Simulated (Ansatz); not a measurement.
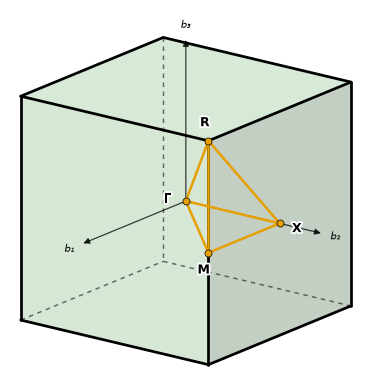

For Mg3TlF, the end point of a relaxation with DFT PBE, scalar-relativistic, plane waves, PAW (Ansatz 0.2.0); the starting structure was generated, so it need not be a known form of this composition: the first Brillouin zone and its special points. Symmetry computed with spglib at a tolerance of 0.002 Å; standard conventional cell.

Space group Pm-3m (No. 221); a = 4.616 Å, b = 4.616 Å, c = 4.616 Å, α = 90.00°, β = 90.00°, γ = 90.00°.

Labels and path follow the convention of Hinuma et al. (2017), as computed by seekpath; the arrows show the directions of the reciprocal primitive vectors b₁, b₂, b₃, in which coordinates are given; lengths include the factor 2π.

**List the special points with their coordinates and distances from Γ.**

```
point   k₁   k₂   k₃  length of k (1/Å)
    Γ    0    0    0              0.000
    R  1/2  1/2  1/2              1.179
    M  1/2  1/2    0              0.962
    X    0  1/2    0              0.681
```

**What is the zone's volume?**

(2π)³ over the primitive cell's volume of 98.38 Å³: 2.52 Å⁻³.
